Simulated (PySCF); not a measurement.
Consider P₂ (charge +1, doublet).

```xyz
2

P     0.0000    0.0000   -0.9845
P     0.0000    0.0000    0.9845
```

Theory: PBE0/def2-TZVP, non-relativistic Hamiltonian with scalar-relativistic core potentials where named, at a bond length of 1.969 Å in PySCF 2.14.0.

**What can the converged electron density, electron localisation function and spin density tell about the bonding?**

P–P (1.97 Å): the density is about 1.2 e/Å³ at the midpoint; the ELF peaks at about 0.90 between the atoms (localised, covalent bonding).
The unpaired spin (1 electron) lies mostly on P1 (about 0.5) and P2 (about 0.5), in electrons by Hirshfeld's partition.

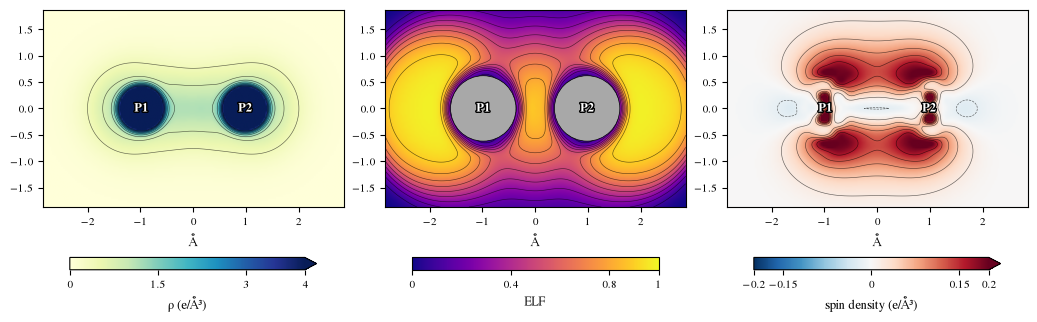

Computed electron density, electron localisation function and spin density on a plane that holds the molecular axis, in this order. Grey discs cover the atomic cores in the ELF map. 
